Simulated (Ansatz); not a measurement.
# One shape, several levels: NOF (SMILES O=NF)

Aim: a comparison of 6 runs (B2PLYP/STO-3G, B3LYP/STO-3G, PBE/STO-3G, UPBE/STO-3G, r2SCAN0/STO-3G, wB97X/STO-3G) of NOF. 

The calculation is run with Ansatz 0.2.0.

63 further runs of the same task are left out: 16 that didn't finish, 47 set aside as unsound or not needed.

**1. The structure to begin with**

The species is NOF (3 atoms), meant as a singlet with charge 0. As SMILES, `O=NF`. The N2–O1 distance was set to 2.253 Å, away from the relaxed value. At this shape a bond of the SMILES string is far longer than usual.

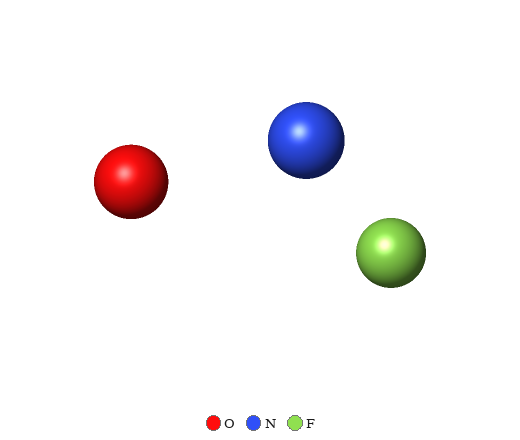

The structure, seen from a chosen angle (oxygen red, nitrogen blue, fluorine green).

**2. The energy at B2PLYP/STO-3G (run 1)**

input.yaml

```yaml
basis:
  gaussian:
    orbitals: STO-3G
crystal:
  periodic: [false, false, false]
  atoms:
    - {symbol: O, position_ang: [1.587740, 0.968450, 0.979550]}
    - {symbol: "N", position_ang: [0.148930, -0.482540, 0.029910]}
    - {symbol: F, position_ang: [-1.017290, 0.239580, -0.534650]}
hamiltonian:
  xc: {name: B2PLYP}
correlation:
  frozen_orbitals: {F: 1, "N": 1, O: 1}
accuracy: high
```

Run with:

```bash
$ ansatz run input.yaml --threads 1 --pin off --max-ram 3480MiB --events-out events.jsonl --progress --plain --runs-dir runs
```

Output:

```text
Warning: RAYON_NUM_THREADS=1 ignored (pool sized by the plan → 1); use --threads N
Functional definition: B2PLYP
  name "B2PLYP"
  parameter a = 0.53
  parameter c = 0.27
  exchange = (1 - a)*b88_x + a*exact_x
  correlation = (1 - c)*lyp_c + c*(mp2_os + mp2_ss)
242 factors; integrals over basis functions are off by at most 2.5e-8 eV
mean field evaluation 1: about -6112.2970 eV, gradient 6.7e1 eV
mean field evaluation 2: about -6112.2892 eV, gradient 6.7e1 eV
mean field evaluation 4: about -6096.6708 eV, gradient 2.7e1 eV
mean field evaluation 8: about -6144.9569 eV, gradient 7.8e0 eV
mean field evaluation 16: about -6146.5450 eV, gradient 4.5e-6 eV
mean field evaluation 32: about -6145.9101 eV, gradient 2.2e0 eV
mean field evaluation 64: about -6145.7067 eV, gradient 8.4e0 eV
mean field evaluation 96: about -6146.3356 eV, gradient 2.5e-1 eV
mean field -6146.54495077 eV, -225.8813606631 hartree, gradient 3.0e-8 eV, S^2 0.000000; 7 other end points of the search recorded, 0 dependent functions left out; unrestricted orbitals would lower it
3 core orbitals not correlated: weight in the atoms' cores, before any rotation towards them, 1.000 or more for the frozen orbitals, at most 0.000 for the correlated occupied ones
reference -6146.54496112 eV, -225.8813610432 hartree; 9, 9 occupied and 3, 3 virtual orbitals, 242 factors
second order -4.55782279 eV of doubles, -0.00000000 eV of singles
Total energy: -6147.77557327 eV, -225.9265852057 hartree
```

Wall time 2.2 s (1 thread of Intel Xeon Platinum 8488C (Sapphire Rapids), shared host); peak memory 0.093 GiB.

**3. A single-point energy at B3LYP/STO-3G (run 2)**

molecule.yaml

```yaml
basis:
  gaussian:
    orbitals: STO-3G
crystal:
  periodic: [false, false, false]
  atoms:
    - {symbol: O, position_ang: [1.587740, 0.968450, 0.979550]}
    - {symbol: N, position_ang: [0.148930, -0.482540, 0.029910]}
    - {symbol: F, position_ang: [-1.017290, 0.239580, -0.534650]}
total_charge: 0
hamiltonian:
  xc: {name: B3LYP}
accuracy: high
```

Run with:

```bash
$ ansatz run molecule.yaml --threads 1 --pin off --max-ram 3480MiB --events-out events.jsonl --progress --plain --runs-dir runs
```

Output:

```text
Warning: RAYON_NUM_THREADS=1 ignored (pool sized by the plan → 1); use --threads N
Functional definition: B3LYP
  name "B3LYP"
  parameter a0 = 0.2
  parameter ax = 0.72
  parameter ac = 0.81
  exchange = (1 - a0 - ax)*slater_x + ax*b88_x + a0*exact_x
  correlation = (1 - ac)*vwn_rpa_c + ac*lyp_c
242 factors; integrals over basis functions are off by at most 2.5e-8 eV
mean field evaluation 1: about -6126.4503 eV, gradient 6.4e1 eV
mean field evaluation 2: about -5938.3231 eV, gradient 3.6e1 eV
mean field evaluation 4: about -6102.8607 eV, gradient 3.8e1 eV
mean field evaluation 8: about -6155.8003 eV, gradient 3.7e-2 eV
mean field evaluation 16: about -6151.7329 eV, gradient 3.7e1 eV
mean field -6155.77071308 eV, -226.2204011743 hartree, gradient 2.1e-8 eV, S^2 0.000000; 1 other end points of the search recorded, 0 dependent functions left out
reference -6155.77072978 eV, -226.2204017881 hartree; 12, 12 occupied and 3, 3 virtual orbitals, 242 factors
Total energy: -6155.77072978 eV, -226.2204017881 hartree
```

Wall time 0.79 s (1 thread of Intel Xeon Platinum 8488C (Sapphire Rapids), shared host).

Runs 3 to 5 aren't shown in full; the table further down has their settings and results.

**4. The energy at wB97X/STO-3G (run 6)**

run.yaml

```yaml
crystal:
  periodic: [false, false, false]
  atoms:
    - symbol: O
      position_ang: [1.587740, 0.968450, 0.979550]
    - symbol: N
      position_ang: [0.148930, -0.482540, 0.029910]
    - symbol: F
      position_ang: [-1.017290, 0.239580, -0.534650]
basis:
  gaussian: {orbitals: STO-3G}
hamiltonian: {xc: {name: wB97X}}
accuracy: high
```

Run with:

```bash
$ ansatz run run.yaml --threads 1 --pin off --max-ram 3480MiB --events-out events.jsonl --progress --plain --runs-dir runs
```

Output:

```text
Warning: RAYON_NUM_THREADS=1 ignored (pool sized by the plan → 1); use --threads N
Functional definition: wB97X
  name "wB97X"
  parameter omega = 0.3/bohr
  parameter cx = 0.157706
  parameter cx1 = 0.726479
  parameter cx2 = 1.04760
  parameter cx3 = -5.70635
  parameter cx4 = 13.2794
  parameter css1 = -4.33879
  parameter css2 = 18.2308
  parameter css3 = -31.7430
  parameter css4 = 17.2901
  parameter cos1 = 2.37031
  parameter cos2 = -11.3995
  parameter cos3 = 6.58405
  parameter cos4 = -3.78132
  exchange = spin_sum(e_x_unif_sr(omega)*poly(b97_u_x, 1 - cx, cx1, cx2, cx3, cx4)) + cx*exact_x_sr(omega)
      + exact_x_lr(omega)
  correlation = spin_sum(e_c_pw_same_spin*poly(b97_u_same, 1, css1, css2, css3, css4))
      + integral(e_c_pw_opposite_spin*poly(b97_u_opposite, 1, cos1, cos2, cos3, cos4))
242 factors; integrals over basis functions are off by at most 2.5e-8 eV
120 factors; integrals over basis functions are off by at most 9.2e-10 eV
mean field evaluation 1: about -6121.3951 eV, gradient 6.7e1 eV
mean field evaluation 2: about -5941.3959 eV, gradient 5.1e1 eV
mean field evaluation 4: about -6109.6576 eV, gradient 3.7e1 eV
mean field evaluation 8: about -6154.2532 eV, gradient 2.0e0 eV
mean field evaluation 16: about -6154.2616 eV, gradient 4.3e-7 eV
mean field -6154.26161991 eV, -226.1649430232 hartree, gradient 1.6e-8 eV, S^2 0.000000; 1 other end points of the search recorded, 0 dependent functions left out
reference -6154.26161928 eV, -226.1649430004 hartree; 12, 12 occupied and 3, 3 virtual orbitals, 242 factors
Total energy: -6154.26161928 eV, -226.1649430004 hartree
```

It took 6 s on 1 thread of Intel Xeon Platinum 8488C (Sapphire Rapids), shared host; peak memory 0.18 GiB.

**5. Overview of the runs**

```
run           level  frozen core orbitals  energy (Eh)  wall time
  1   B2PLYP/STO-3G                     3  -225.926585      2.2 s
  2    B3LYP/STO-3G                     –  -226.220402     0.79 s
  3      PBE/STO-3G                     –  -226.069036      1.2 s
  4     UPBE/STO-3G                     –  -226.130428      6.9 s
  5  r2SCAN0/STO-3G                     –  -226.102715      2.3 s
  6    wB97X/STO-3G                     –  -226.164943        6 s
```

**6. Outcome**

```
           quantity          value
run 6: total energy  -226.16494 Eh
```

What this shows: Totals of different functionals can't be ranked against each other. In run 1 the log says that unrestricted orbitals would lower the reference, so the values rest on an unstable closed-shell determinant (other closed-shell runs at this shape may share the fault). In runs 1, 2, 3, 4, 5, 6 the basis is minimal, so the values are rough. Spin contamination of the reference: run 4 ⟨S²⟩ = 1.62. Where it is this large, the reference is a mixture of spin states, and values that rest on it are in doubt. All runs together took 19 s, the longest 6.9 s.
